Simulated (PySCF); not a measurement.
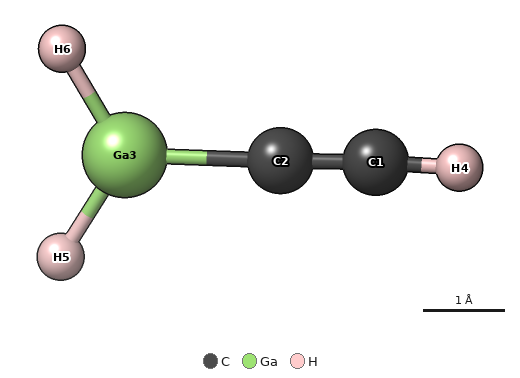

Figure 1. The structure as given in the input (ball-and-stick view, seen at a tilt; atoms are numbered from 1 in the order of the input). Sticks mark near contacts. Bond lengths as drawn: C–C 1.19 Å, C–Ga 1.94 Å, C–H 1.04 Å and Ga–H 1.57 Å.

## Geometry relaxation, with input and output: C2H3Ga

C2H3Ga, computed with PBE0-D3(BJ)/def2-SVP geometry optimisation, gas phase (PySCF 2.14.0).

### Input
```
{"job": {"xc": "PBE0", "basis": "def2-SVP", "d3": "d3bj", "grid": 1, "shake": 0.01, "kind": "geom"}, "charge": 0, "multiplicity": 1}
C     -1.689120     0.178110     0.849660
C     -0.606800     0.068760     0.376450
Ga     1.169420    -0.142690    -0.383350
H     -2.644080     0.319190     1.249010
H      1.771250     0.958580    -1.323210
H      2.023490    -1.411970    -0.040220
```

The first line tells a small driver script what to run in PySCF; the rest is the geometry in Å.

Machine: 1 CPU thread, shared host.

Launch command:
```bash
OMP_NUM_THREADS=1 python <driver script> task.json out
```

### The program's output
```
step   0  E = -2002.12206374  max force = 0.077164
step   1  E = -2002.12521916  max force = 0.008989
step   2  E = -2002.12515553  max force = 0.005987
step   3  E = -2002.12556713  max force = 0.004230
step   4  E = -2002.12567378  max force = 0.002090
step   5  E = -2002.12575493  max force = 0.001356
step   6  E = -2002.12580128  max force = 0.000706
step   7  E = -2002.12581475  max force = 0.000343
optimisation converged
```

### Trajectory as extended XYZ (Å, eV, eV/Å), 8 frames, from step=0 to step=7
```
6
Properties=species:S:1:pos:R:3:forces:R:3 step=0 energy=-54480.51634
C    -1.6891    0.1781    0.8497   -2.2781   0.3165   0.9632
C    -0.6068    0.0688    0.3765    3.9679  -0.4826  -1.7162
Ga    1.1694   -0.1427   -0.3834   -0.1922   0.0383   0.1274
H    -2.6441    0.3192    1.2490   -1.2306   0.1086   0.5449
H     1.7712    0.9586   -1.3232   -0.1419   0.0297   0.0329
H     2.0235   -1.4120   -0.0402   -0.1251  -0.0105   0.0478
6
Properties=species:S:1:pos:R:3:forces:R:3 step=1 energy=-54480.60220
C    -1.5637    0.1571    1.0429    0.1640   0.0525   0.0050
C    -0.4534    0.0459    0.5406   -0.4622   0.0710   0.0917
Ga    1.1385   -0.1203   -0.4971    0.0376  -0.0923  -0.0701
H    -2.5371    0.2826    1.4918    0.1095  -0.0640  -0.0255
H     1.4533    1.0219   -1.5071    0.0646   0.0763  -0.0295
H     1.9868   -1.4168   -0.3428    0.0864  -0.0435   0.0284
6
Properties=species:S:1:pos:R:3:forces:R:3 step=2 energy=-54480.60047
C    -1.5736    0.1629    1.0448    0.0536   0.0287   0.0590
C    -0.4830    0.0431    0.5083   -0.1261  -0.0328  -0.2147
Ga    1.1050   -0.1500   -0.5524    0.1729   0.1331   0.3079
H    -2.5271    0.2820    1.5297    0.0085  -0.0223   0.0176
H     1.4969    1.0367   -1.4915   -0.0537  -0.0574  -0.0812
H     2.0063   -1.4042   -0.3106   -0.0552  -0.0493  -0.0886
6
Properties=species:S:1:pos:R:3:forces:R:3 step=3 energy=-54480.61167
C    -1.5778    0.1641    1.0443    0.0220   0.0178   0.0842
C    -0.4865    0.0556    0.5090    0.0445   0.0045  -0.2175
Ga    1.1236   -0.1269   -0.5252    0.0224   0.0009   0.1193
H    -2.5306    0.2662    1.5322   -0.0329  -0.0113   0.0192
H     1.5054    1.0247   -1.5135   -0.0297  -0.0276   0.0131
H     1.9904   -1.4134   -0.3185   -0.0263   0.0156  -0.0183
6
Properties=species:S:1:pos:R:3:forces:R:3 step=4 energy=-54480.61457
C    -1.5770    0.1697    1.0388    0.0190   0.0020   0.0846
C    -0.4909    0.0629    0.4923   -0.0134  -0.0054  -0.1075
Ga    1.1300   -0.1260   -0.5152   -0.0007  -0.0116   0.0133
H    -2.5251    0.2623    1.5389   -0.0163   0.0012  -0.0038
H     1.5008    1.0202   -1.5106    0.0170  -0.0004   0.0036
H     1.9866   -1.4186   -0.3159   -0.0056   0.0142   0.0098
6
Properties=species:S:1:pos:R:3:forces:R:3 step=5 energy=-54480.61678
C    -1.5794    0.1731    1.0374    0.0188  -0.0160   0.0697
C    -0.5057    0.0706    0.4660   -0.0232   0.0061  -0.0540
Ga    1.1281   -0.1219   -0.5173   -0.0039  -0.0098  -0.0286
H    -2.5174    0.2535    1.5589   -0.0096   0.0148  -0.0171
H     1.5255    1.0128   -1.5154    0.0081   0.0089   0.0115
H     1.9731   -1.4178   -0.3013    0.0098  -0.0040   0.0185
6
Properties=species:S:1:pos:R:3:forces:R:3 step=6 energy=-54480.61804
C    -1.5802    0.1763    1.0375    0.0167  -0.0195   0.0363
C    -0.5204    0.0736    0.4403   -0.0201  -0.0019  -0.0112
Ga    1.1240   -0.1243   -0.5239    0.0089  -0.0048  -0.0213
H    -2.5090    0.2551    1.5756   -0.0049   0.0198  -0.0173
H     1.5436    1.0087   -1.5148    0.0008   0.0059   0.0041
H     1.9663   -1.4191   -0.2864   -0.0014   0.0005   0.0094
6
Properties=species:S:1:pos:R:3:forces:R:3 step=7 energy=-54480.61841
C    -1.5790    0.1770    1.0391    0.0120  -0.0081   0.0121
C    -0.5248    0.0710    0.4327   -0.0177  -0.0065   0.0027
Ga    1.1222   -0.1279   -0.5275    0.0089   0.0054  -0.0059
H    -2.5062    0.2636    1.5790    0.0002   0.0124  -0.0099
H     1.5473    1.0074   -1.5134   -0.0019   0.0010  -0.0012
H     1.9649   -1.4207   -0.2816   -0.0015  -0.0041   0.0021
```

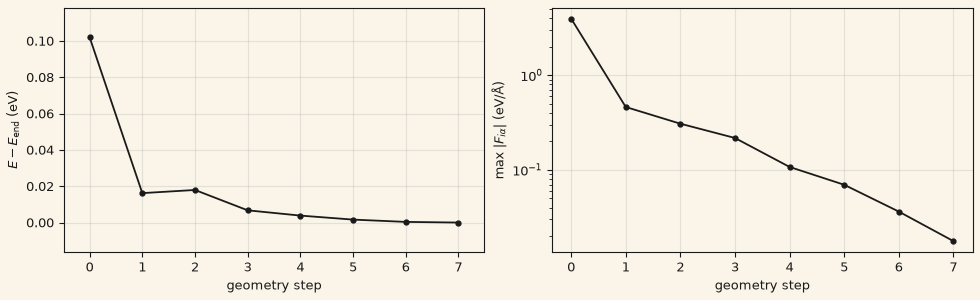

Figure 2. Progress of the relaxation, step by step (steps are counted from 0).

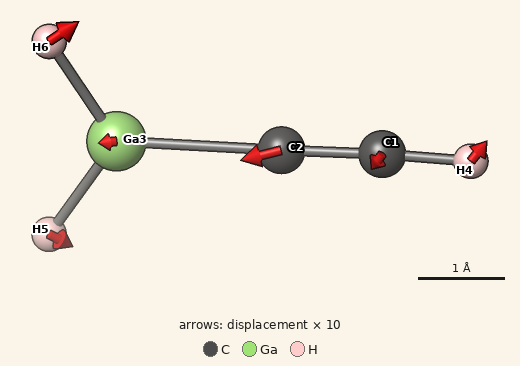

Figure 3. The starting structure with the displacements as red arrows, magnified 10 times (ball-and-stick view, seen at a tilt). The two geometries are laid on each other by the best rigid fit. Over 7 geometry steps the energy falls by 0.102 eV. Largest force component: 4 eV/Å at the start, 0.018 eV/Å at the end. The atom that moves furthest after the best rigid fit is C2 (0.051 Å). By element the largest moves are C 0.051 Å, H 0.045 Å, Ga 0.023 Å. Among the contacts that change: C1–C2 1.186 → 1.221 Å, C1–H4 1.045 → 1.076 Å, C2–Ga3 1.943 → 1.917 Å, Ga3–H5 1.568 → 1.563 Å. Among the angles that change: H5–Ga3–H6 119.4° → 123.6°, C2–Ga3–H5 120.6° → 118.3°, C2–C1–H4 177.4° → 179.5°. (Atoms are counted from 1 in the order of the input.)

### Summary

| quantity | value |
| --- | --- |
| outcome | converged |
| total energy | −2002.125815 hartree |
| dipole moment | 0.30 D |
| point group | C2v |
| wall time | 11 s |
| peak memory | 0.32 GiB |
